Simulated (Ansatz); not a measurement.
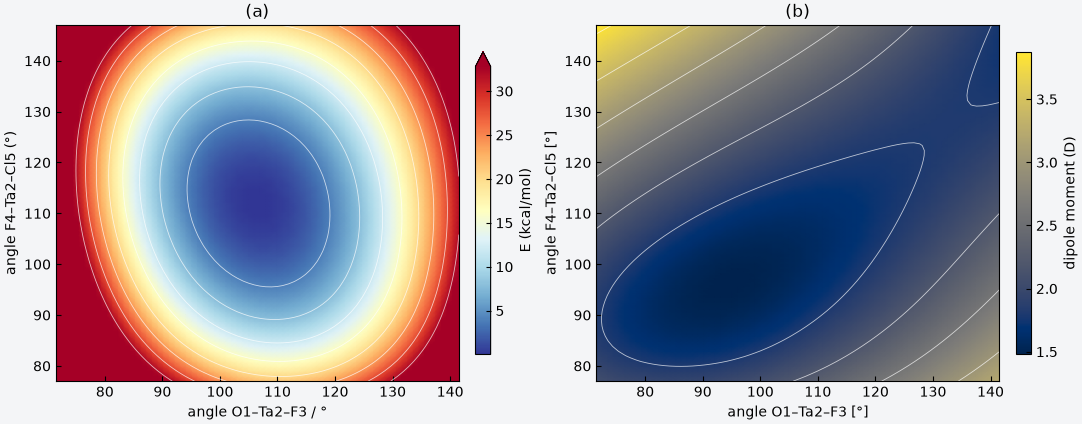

ClF₂OTa, SMILES [O]=[Ta]([F])([F])[Cl]. 
- First axis: angle O1–Ta2–F3. Second axis: angle F4–Ta2–Cl5.
- Nothing is relaxed (all other coordinates rigid).
- Grid: 7 × 7 points.
- Points are written as (first, second).
- Energies are in kcal/mol, from the lowest grid point.
- These are results of RKS r2SCAN-D4/def2-SVP in Ansatz, not measurements.

Panel (a) is the energy and panel (b) the computed dipole moment on the same grid.

Drawn: a smooth colour map with a few white contour lines, one colour for all values above the top of the scale. Between grid points the surface is interpolated.

Q: How does the dipole moment vary over the map, and what is it at the lowest grid point?

A: Leaving out the highest fifth of the energies, it runs from 1.50 D at (94.8°, 100.4°) to 3.54 D at (83.2°, 147.0°). At the lowest grid point, (106.5°, 112.0°), it is 1.66 D.

```tsv
angle F4–Ta2–Cl5 ↓, angle O1–Ta2–F3 →	71.5	83.2	94.8	106.5	118.2	129.8	141.5
147.0	3.87	3.54	3.19	2.83	2.46	2.10	1.76
135.4	3.37	3.03	2.69	2.37	2.09	1.88	1.77
123.7	2.87	2.52	2.21	1.97	1.83	1.81	1.92
112.0	2.39	2.03	1.78	1.66	1.71	1.88	2.15
100.4	1.99	1.66	1.50	1.56	1.77	2.08	2.44
88.7	1.83	1.58	1.55	1.74	2.04	2.40	2.79
77.0	2.08	1.95	2.01	2.22	2.52	2.86	3.22
```
